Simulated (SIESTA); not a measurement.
Band structure of Hg3Ge (P6_3/mmc, 8 atoms in the cell).

```xyz
8
Lattice="6.4705 0.0000 0.0000 -3.2352 5.6036 0.0000 0.0000 0.0000 5.2472" Properties=species:S:1:pos:R:3 pbc="T T T"
Ge     3.2352     1.8679     1.3118
Ge     0.0000     3.7357     3.9354
Hg     1.6368     0.9450     3.9354
Hg     1.5985     4.6586     1.3118
Hg     0.0000     1.8900     1.3118
Hg     3.2352     3.7136     3.9354
Hg     4.8337     0.9450     3.9354
Hg    -1.5985     4.6586     1.3118
```

Method: LDA PW92, numerical atomic orbitals DZP, PseudoDojo LDA standard norm-conserving potentials (rewritten from UPF to PSML) in SIESTA.

Settings: XC.functional = LDA; XC.authors = PW92; potentials = PseudoDojo LDA standard; PAO.BasisSize = DZP; PAO.EnergyShift = 0.01 Ry; MeshCutoff = 400 Ry; kgrid.MonkhorstPack = 3 3 4; OccupationFunction = MP; OccupationMPOrder = 0; ElectronicTemperature = 100 meV; MaxSCFIterations = 150; SCF.Mixer.Method = Pulay; SCF.Mixer.Weight = 0.2; SCF.Mixer.History = 6.

The starting cell comes from a database of computed structures (which also holds hypothetical and non-ambient phases and stackings), without a prior relaxation at this level. Spin-orbit coupling is off. Values carry the incompleteness of an atom-centred basis.

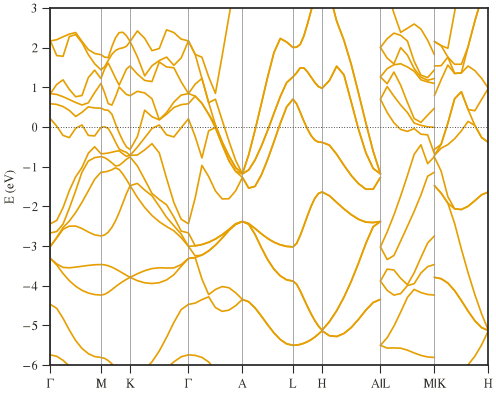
Figure: Bands along the path, energies from the Fermi level.

Levels in eV from the Fermi level, bands 71 to 76:
```tsv
point	71	72	73	74	75	76
Γ	-3.01	-2.67	-2.44	0.21	0.59	0.84
M	-1.14	-0.75	-0.67	-0.01	0.47	1.10
K	-1.48	-0.76	-0.72	-0.72	-0.57	0.79
A	-2.38	-2.38	-1.27	-1.27	-1.18	-1.18
L	-3.02	-3.02	0.70	0.70	1.26	1.26
H	-1.64	-1.64	-0.39	-0.39	0.98	0.98
```

Bands cross the Fermi level along this path, so the cell is metallic at this level.

Higher empty bands are left out: an atom-centred basis made for the valence describes them poorly.
